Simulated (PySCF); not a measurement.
```csv
atom,x (Å),y (Å),z (Å)
C,-1.3191,-1.9882,-0.1057
Si,-0.8993,-0.1596,0.1828
C,0.8785,0.1459,0.7750
C,1.9153,-0.4995,-0.1452
Si,3.7001,-0.1802,0.4281
C,-1.4018,0.9380,-1.3252
O,-2.4647,1.7723,-0.8946
Si,-2.9595,1.6643,0.6486
O,-1.9618,0.4994,1.2388
H,-1.1897,-2.5594,0.8085
H,-0.6700,-2.4224,-0.8593
H,-2.3465,-2.1190,-0.4332
H,1.0777,1.2167,0.8495
H,0.9952,-0.2574,1.7818
H,1.7287,-1.5734,-0.1900
H,1.7757,-0.1256,-1.1612
H,4.6305,-0.8239,-0.5025
H,3.8814,-0.7352,1.7717
H,3.9545,1.2624,0.4570
H,-0.5966,1.5864,-1.6828
H,-1.7602,0.3623,-2.1833
H,-2.6617,2.8839,1.3785
H,-4.3116,1.1391,0.7186
```

Geometry: GFN2-xTB.

All numbers below come from PySCF, PBE0/pcSseg-1, SCF density, gas phase, non-relativistic.

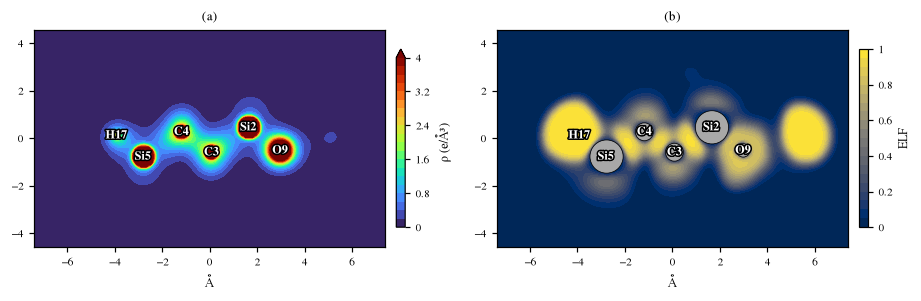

C4H14O2Si3. (a) electron density; (b) ELF on the plane of atoms Si2, C3 and C4. Grey discs cover the atomic cores in the ELF map.

Q: Read the bonding off the picture.

A:
- The plane passes through Si, C, O and H nuclei.
- C–C (1.53 Å): ρ is about 1.6 e/Å³ halfway; the ELF peaks at about 0.95 between the atoms (localised, covalent bonding).
- Si–O (1.64 Å): ρ at the midpoint is about 1.1 e/Å³; the ELF peaks at about 0.85 between the atoms, as expected for a shared but strongly polarised pair.
- C–Si (1.90 Å): ρ is about 0.95 e/Å³ halfway; the ELF peaks at about 0.95 between the atoms, as expected for localised, covalent bonding.
- Si–H (1.46 Å): ρ is about 0.8 e/Å³ halfway; the ELF climbs to about 1 towards the hydrogen, as it does in any bond to H.
- The ELF also peaks beside O9, away from the bonds: lone-pair regions.
